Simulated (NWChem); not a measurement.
# the pair ZnHClO···SiHClO, step by step

We compute the energy (singlet ZnSiH2Cl2O2, B3LYP/STO-3G), then a single-point energy (singlet ZnHClO, B3LYP/STO-3G), then a single-point energy (singlet SiHClO, B3LYP/STO-3G), then the energy (singlet ZnHClO, B3LYP/STO-3G), then the energy (singlet SiHClO, B3LYP/STO-3G) of Cl2H2O2SiZn and its partners. 

The calculation is run with NWChem 7.3.0.

### Step 1. The structure to begin with

The species is ZnSiH2Cl2O2 (8 atoms), meant as a singlet with charge 0. The two molecules were placed rigidly side by side, at 1.1 times their contact distance; the pair isn't optimised.

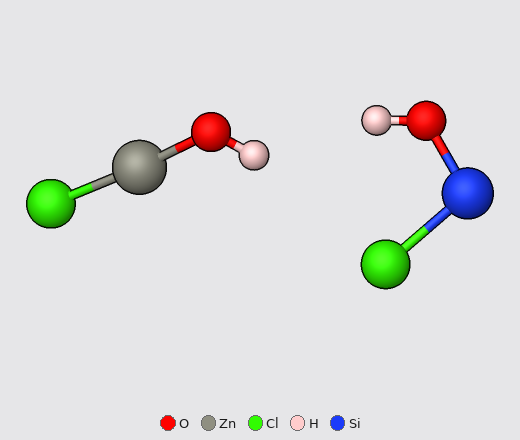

The structure, seen from a chosen angle (oxygen red, zinc grey, chlorine green, hydrogen pink, silicon blue).

### Step 2. The energy at B3LYP/STO-3G (run 1)

Contents of cl2h2o2sizn.nw:

```
start cl2h2o2sizn
memory total 2200 mb

geometry units atomic noautosym nocenter noautoz
  O  -1.37921661  1.70164168 -1.16335320
  Zn  0.80776343 -0.26537424  0.41456812
  Cl  3.55901570 -2.38373833  2.26990123
  H  -2.98756252  0.94747088 -1.52107835
  O  -8.69782354  3.31699847 -4.18122692
  Si -10.13114301  1.06918814 -5.74939725
  Cl -7.18167737 -1.57928192 -6.18764363
  H  -6.94277819  3.15000337 -3.73124534
end

basis spherical bse
  * library STO-3G
end

dft
  xc b3lyp
  grid fine
  convergence energy 1e-08
  iterations 100
  mulliken
  print low
end

task dft energy
```

Launch:

```
$ nwchem cl2h2o2sizn.nw > cl2h2o2sizn.out
```

What it wrote:

```text
[...]
 d= 0,ls=0.0,diis     1  -3071.3576165853 -3.63D+03  2.04D-01  4.07D+01     1.5
[...]
 d= 0,ls=0.5,diis    39  -3104.7501100108  3.61D-09  6.43D-06  1.52D-06    36.9
         Total DFT energy =    -3104.750109859186
      One electron energy =    -5440.176634292991
           Coulomb energy =     1942.074972734348
    Exchange-Corr. energy =     -166.758014078245
 Nuclear repulsion energy =      560.109565777703
[...]
      Total Density - Mulliken Population Analysis
     ---------------------------------------------
    Atom       Charge   Shell Charges
 -----------   ------   -------------------------------------------------------
    1 O    8     8.38   2.00  1.85  4.53
    2 Zn  30    29.44   2.00  2.00  6.00  2.00  5.89  1.75  1.19  8.62
    3 Cl  17    17.38   2.00  2.00  5.99  1.99  5.40
    4 H    1     0.81   0.81
    5 O    8     8.39   2.00  1.84  4.56
    6 Si  14    13.40   2.00  2.00  5.87  1.82  1.71
    7 Cl  17    17.42   2.00  2.00  5.99  1.99  5.44
    8 H    1     0.79   0.79
[...]
```

Run time: 39 s. Hardware: 1 thread of Intel Xeon Platinum 8259CL at 2.50GHz (Skylake/Cascade Lake), shared host; peak memory 0.12 GiB.

### Step 3. ZnHClO: the energy at B3LYP/STO-3G (run 2)

Contents of geom.nw:

```
start geom
memory total 2200 mb
charge 0

geometry units bohr noautosym nocenter noautoz
  O   -1.37921661   1.70164168  -1.16335320
  Zn   0.80776343  -0.26537424   0.41456812
  Cl   3.55901570  -2.38373833   2.26990123
  H   -2.98756252   0.94747088  -1.52107835
end

basis spherical bse
  * library STO-3G
end

dft
  xc b3lyp
  grid fine
  convergence energy 1e-08
  maxiter 100
  mulliken
  print low
end

task dft energy
```

Launch:

```
$ nwchem geom.nw > geom.out
```

What it wrote:

```text
Northwest Computational Chemistry Package (NWChem) 7.3.0
             --------------------------------------------------------

           Job information
           ---------------

    nwchem branch   = 7.3.0
    use scalapack   = T
    input           = geom.nw
    prefix          = geom.
    data base       = ./geom.db
    status          = startup
    nproc           =        1

           Memory information
           ------------------

    heap     =     72089600 doubles =      550.0 Mbytes
    stack    =     72089597 doubles =      550.0 Mbytes
    global   =    144179200 doubles =     1100.0 Mbytes (distinct from heap & stack)
    total    =    288358397 doubles =     2200.0 Mbytes
    verify   = yes
    hardfail = no

           Directory information
           ---------------------

  0 permanent = .
  0 scratch   = .

                                NWChem Input Module
                                -------------------

                             Geometry "geometry" -> ""
                             -------------------------

[... 19 lines left out ...]
            Nuclear Dipole moment (a.u.)
[... 78 lines left out ...]
   convergence    iter        energy       DeltaE   RMS-Dens  Diis-err    time
[... 14 lines left out ...]
      Calculation failed to converge
[... 2 lines left out ...]
         Total DFT energy =    -2288.621928843773
      One electron energy =    -3655.268840860857
           Coulomb energy =     1241.741096063410
    Exchange-Corr. energy =     -108.487652466212
 Nuclear repulsion energy =      233.393468419886
[... 16 lines left out ...]
     -------------------------------------------
      Total Density - Lowdin Population Analysis
     -------------------------------------------

    Atom       Charge   Shell Charges
 -----------   ------   -------------------------------------------------------
    1 O    8     8.25   2.00  1.71  4.55
    2 Zn  30    29.61   2.00  2.00  5.99  1.99  5.83  1.74  1.42  8.62
    3 Cl  17    17.28   2.00  2.00  5.98  1.92  5.38
    4 H    1     0.86   0.86
 ------------------------------------------------------------------------
 dft energy failed                                                                                  0
 ------------------------------------------------------------------------
 ------------------------------------------------------------------------
  current input line :
    25: task dft energy
 ------------------------------------------------------------------------
 ------------------------------------------------------------------------
 This type of error is most commonly associated with calculations not reaching convergence criteria
 ------------------------------------------------------------------------

0:dft energy failed:Received an Error in Communication
  Errorcode: -1
```

Run time: 37 s. Hardware: 1 thread of Intel Xeon Platinum 8259CL at 2.50GHz (Skylake/Cascade Lake), shared host; peak memory 0.11 GiB.

The iterations ended before the threshold was met.

### Step 4. SiHClO: the energy at B3LYP/STO-3G (run 3)

Contents of calc.nw:

```
start calc
title "ClHOSi"
memory stack 880 mb heap 220 mb global 1100 mb
charge 0

geometry noautosym nocenter noautoz
  O     -4.602690     1.755280    -2.212610
  Si    -5.361170     0.565790    -3.042450
  Cl    -3.800380    -0.835720    -3.274360
  H     -3.673960     1.666910    -1.974490
end

basis spherical bse
  * library STO-3G
end

dft
  xc b3lyp
  grid fine
  convergence energy 1e-08
  iterations 100
  mulliken
  print low
end

task dft energy
```

Launch:

```
$ nwchem calc.nw > calc.out
```

What it wrote:

```text
[...]
 d= 0,ls=0.0,diis     1   -816.0264729216 -9.47D+02  8.86D-02  4.38D-01     0.5
[...]
 d= 0,ls=0.0,diis     8   -816.1281792139  1.77D-09  5.40D-06  1.51D-08     1.9
         Total DFT energy =     -816.128179213859
      One electron energy =    -1394.815174080381
           Coulomb energy =      505.527385404541
    Exchange-Corr. energy =      -58.268193588269
 Nuclear repulsion energy =      131.427803050249
[...]
      Total Density - Mulliken Population Analysis
     ---------------------------------------------
    Atom       Charge   Shell Charges
 -----------   ------   -------------------------------------------------------
    1 O    8     8.39   2.00  1.84  4.56
    2 Si  14    13.41   2.00  2.00  5.87  1.82  1.72
    3 Cl  17    17.42   2.00  2.00  5.99  1.99  5.44
    4 H    1     0.78   0.78
[...]
```

Wall time 2.5 s (1 thread of Intel Xeon Platinum 8259CL at 2.50GHz (Skylake/Cascade Lake), shared host); peak memory 0.11 GiB.

### Step 5. ZnHClO among ghost functions: the energy at B3LYP/STO-3G (with ghost functions) (run 4)

Contents of clhozn.nw:

```
start clhozn
memory total 2200 mb
charge 0

geometry units angstrom noautosym nocenter noautoz
O     -0.729850     0.900470    -0.615620
Zn     0.427450    -0.140430     0.219380
Cl     1.883350    -1.261420     1.201180
H     -1.580950     0.501380    -0.804920
bqO     -4.602690     1.755280    -2.212610
bqSi    -5.361170     0.565790    -3.042450
bqCl    -3.800380    -0.835720    -3.274360
bqH     -3.673960     1.666910    -1.974490
end

basis spherical bse
O library STO-3G
Zn library STO-3G
Cl library STO-3G
H library STO-3G
bqO library O STO-3G
bqSi library Si STO-3G
bqCl library Cl STO-3G
bqH library H STO-3G
end

dft
xc b3lyp
grid fine
convergence energy 1e-08
maxiter 100
mulliken
print low
end

task dft energy
```

Launch:

```
$ nwchem clhozn.nw > clhozn.out
```

What it wrote:

```text
[...]
 d= 0,ls=0.0,diis     1  -2255.5738009285 -2.49D+03  1.48D-01  3.83D+01     1.4
[...]
 d= 0,ls=0.5,diis    72  -2288.6224462352 -6.78D-09  2.75D-06  5.44D-08    62.2
         Total DFT energy =    -2288.622446239381
      One electron energy =    -3654.785581966547
           Coulomb energy =     1241.221719790712
    Exchange-Corr. energy =     -108.452069428497
 Nuclear repulsion energy =      233.393485364950
[...]
      Total Density - Mulliken Population Analysis
     ---------------------------------------------
    Atom       Charge   Shell Charges
 -----------   ------   -------------------------------------------------------
    1 O    8     8.37   2.00  1.85  4.52
    2 Zn  30    29.45   2.00  2.00  6.00  2.00  5.89  1.73  1.24  8.59
    3 Cl  17    17.37   2.00  2.00  5.99  1.99  5.39
    4 H    1     0.81   0.81
    5 X    0    -0.00  -0.00 -0.00 -0.00
    6 X    0     0.00   0.00  0.00 -0.00  0.00  0.00
    7 X    0     0.00   0.00  0.00 -0.00  0.00  0.00
    8 X    0     0.00   0.00
[...]
```

It took 64 s on 1 thread of Intel Xeon Platinum 8259CL at 2.50GHz (Skylake/Cascade Lake), shared host; peak memory 0.12 GiB.

### Step 6. SiHClO among ghost functions: the energy at B3LYP/STO-3G (with ghost functions) (run 5)

Contents of clhosi.nw:

```
start clhosi
memory 2200 mb
charge 0

geometry units angstrom noautosym nocenter noautoz
   O    -4.602690    1.755280   -2.212610
   Si   -5.361170    0.565790   -3.042450
   Cl   -3.800380   -0.835720   -3.274360
   H    -3.673960    1.666910   -1.974490
   bqO     -0.729850     0.900470    -0.615620
   bqZn     0.427450    -0.140430     0.219380
   bqCl     1.883350    -1.261420     1.201180
   bqH     -1.580950     0.501380    -0.804920
end

basis spherical bse
   O library STO-3G
   Si library STO-3G
   Cl library STO-3G
   H library STO-3G
   bqO library O STO-3G
   bqZn library Zn STO-3G
   bqCl library Cl STO-3G
   bqH library H STO-3G
end

dft
   xc b3lyp
   grid fine
   convergence energy 1e-08
   maxiter 100
   mulliken
   print low
end

task dft energy
```

Launch:

```
$ nwchem clhosi.nw > clhosi.out
```

What it wrote:

```text
[...]
 d= 0,ls=0.0,diis     1   -816.0265806896 -9.47D+02  3.73D-02  4.38D-01     1.9
[...]
 d= 0,ls=0.0,diis     8   -816.1282833261  1.78D-09  2.28D-06  1.52D-08     7.0
         Total DFT energy =     -816.128283326056
      One electron energy =    -1394.811976347096
           Coulomb energy =      505.523831237008
    Exchange-Corr. energy =      -58.267941266218
 Nuclear repulsion energy =      131.427803050249
[...]
      Total Density - Mulliken Population Analysis
     ---------------------------------------------
    Atom       Charge   Shell Charges
 -----------   ------   -------------------------------------------------------
    1 O    8     8.39   2.00  1.84  4.56
    2 Si  14    13.41   2.00  2.00  5.87  1.82  1.72
    3 Cl  17    17.42   2.00  2.00  5.99  1.99  5.44
    4 H    1     0.78   0.78
    5 X    0    -0.00  -0.00 -0.00 -0.00
    6 X    0     0.00   0.00  0.00  0.00  0.00 -0.00  0.00  0.00 -0.00
    7 X    0     0.00   0.00  0.00 -0.00  0.00  0.00
    8 X    0     0.00   0.00
[...]
```

It took 7.8 s on 1 thread of Intel Xeon Platinum 8259CL at 2.50GHz (Skylake/Cascade Lake), shared host; peak memory 0.12 GiB.

### Step 7. Summary of results

| quantity | value |
| --- | --- |
| run 1, B3LYP/STO-3G: total energy | -3104.75011 Eh |
| SiHClO: total energy | -816.12818 Eh |
| ZnHClO among ghost functions: total energy | -2288.62245 Eh |
| SiHClO among ghost functions: total energy | -816.12828 Eh |
| ZnHClO | no result (not converged) |
| interaction energy of the rigid parts ZnHClO and SiHClO (parts in the whole basis, counterpoise; closest atoms 2.67 Å apart) | 0.017 eV |

The interaction energy of the rigid parts ZnHClO and SiHClO (parts in the whole basis, counterpoise; closest atoms 2.67 Å apart) is 0.02 eV (1.6 kJ/mol). Mulliken charges (SiHClO) run from -0.42 on Cl3 to +0.59 on Si2. 1 of the 5 runs did not end normally.
